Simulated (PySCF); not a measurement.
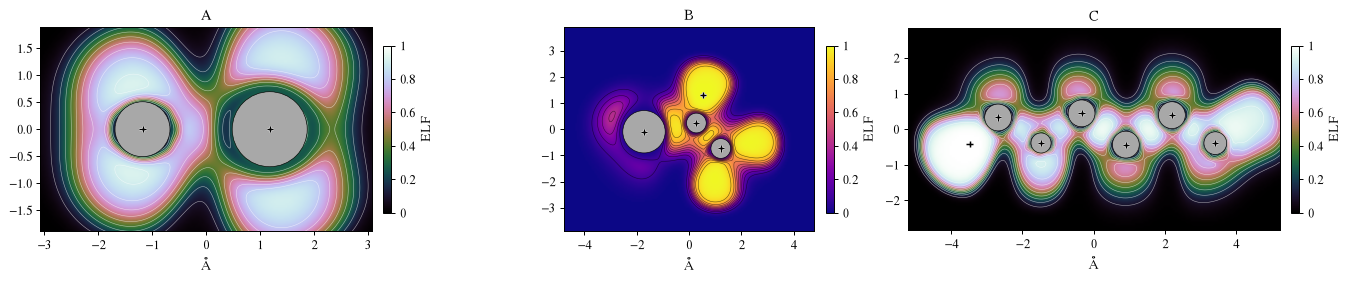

The ELF of 3 systems, each on a plane through atoms (crosses mark nuclei in the plane; grey discs cover the cores).

The calculation used DFT single point, gas phase, functional wB97X (PySCF).

System 1: ICl (SMILES ClI), a plane that holds the molecular axis. Geometry: PBE0-D3(BJ)/def2-SVP; core potentials replace the inner electrons of I.

```
atom    x (Å)    y (Å)    z (Å)
  Cl   1.1810  -0.0062  -0.0053
   I  -1.1755   0.0086  -0.0230
```

System 2: C₄H₁₁NO (SMILES COCCCN), the plane of atoms C4, C5 and N6. Geometry: GFN2-xTB.

```yaml
atoms:
  - { symbol: C, position_ang: [2.9790, -0.3067, -0.1775] }
  - { symbol: O, position_ang: [1.6618, -0.3260, -0.6580] }
  - { symbol: C, position_ang: [0.7087, 0.0035, 0.3271] }
  - { symbol: C, position_ang: [-0.6775, -0.0512, -0.3003] }
  - { symbol: C, position_ang: [-1.7833, 0.3009, 0.7043] }
  - { symbol: N, position_ang: [-3.1270, 0.2634, 0.1597] }
  - { symbol: H, position_ang: [3.6216, -0.5715, -1.0147] }
  - { symbol: H, position_ang: [3.2536, 0.6893, 0.1937] }
  - { symbol: H, position_ang: [3.1185, -1.0323, 0.6346] }
  - { symbol: H, position_ang: [0.7738, -0.7055, 1.1688] }
  - { symbol: H, position_ang: [0.9075, 1.0129, 0.7231] }
  - { symbol: H, position_ang: [-0.7045, 0.6445, -1.1419] }
  - { symbol: H, position_ang: [-0.8409, -1.0569, -0.6939] }
  - { symbol: H, position_ang: [-1.7492, -0.3973, 1.5455] }
  - { symbol: H, position_ang: [-1.6153, 1.3084, 1.0955] }
  - { symbol: H, position_ang: [-3.3340, -0.6642, -0.1965] }
  - { symbol: H, position_ang: [-3.2068, 0.9128, -0.6162] }
```

System 3: C₂H₄AlBr (charge +1, doublet), the plane of atoms C1, C2 and H7. Geometry: PBE0-D3(BJ)/ma-def2-SVP.

```xyz
8

C    -1.2566    0.3113    0.5552
C    -0.4662   -0.1950   -0.4121
Al    1.5445   -0.4439   -0.2319
Br    1.9669    1.7038   -0.6653
H    -0.9166    1.0408    1.3029
H    -2.2964   -0.0405    0.6603
H    -0.8726   -0.5874   -1.3617
H     2.3373   -1.7515    0.0562
```

> Match each panel to its system.

Panel A is system 1, ICl: the plane holds Cl and I. I–Cl (2.36 Å): the ELF peaks at about 0.80 between the atoms, as expected for localised, covalent bonding. Panel B is system 3, C₂H₄AlBr: the plane holds C, Al and H. C–C (1.35 Å): the ELF peaks at about 0.95 between the atoms: localised, covalent bonding. Panel C is system 2, C₄H₁₁NO: the plane holds C, O, N and H. C–O (1.40 Å): the ELF peaks at about 0.90 between the atoms (a polar covalent bond).
